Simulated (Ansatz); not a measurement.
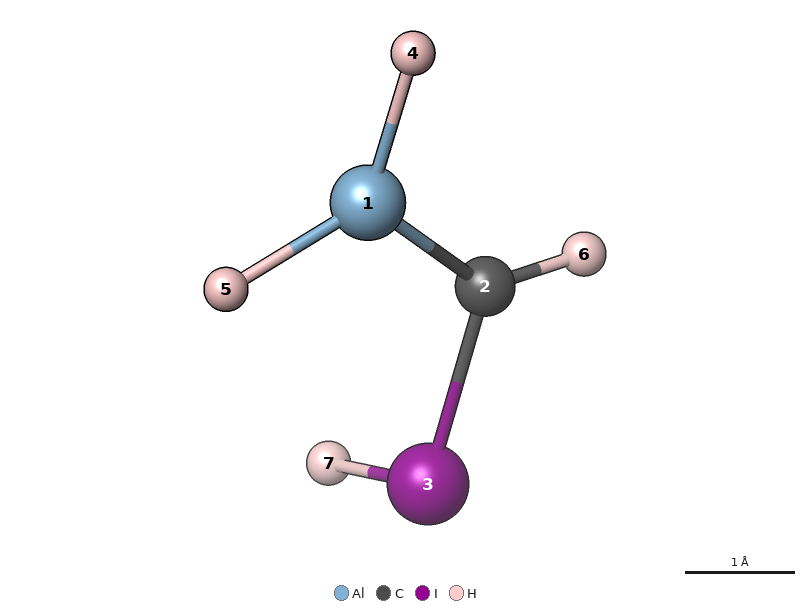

Orthographic view. Distant atoms are faded towards the background colour. Computed geometry: PBE0-D4/def2-TZVP optimisation. No frequency run is at hand to confirm it as a minimum.

Give the geometry as a Z-matrix, atoms in numerical order, with these reference atoms: 2 to 1; 3 to 2, 1; 4 to 1, 2, 3; 5 to 1, 4, 2; 6 to 2, 1, 4; 7 to 3, 2, 6.

```
Al 
C    1   1.873
I    2   2.022   1   117.6
H    1   1.589   2   120.3   3   175.3
H    1   1.592   4   122.5   2   178.4
H    2   1.084   1   134.6   4    -3.3
H    3   1.683   2   109.0   6   -86.1
```
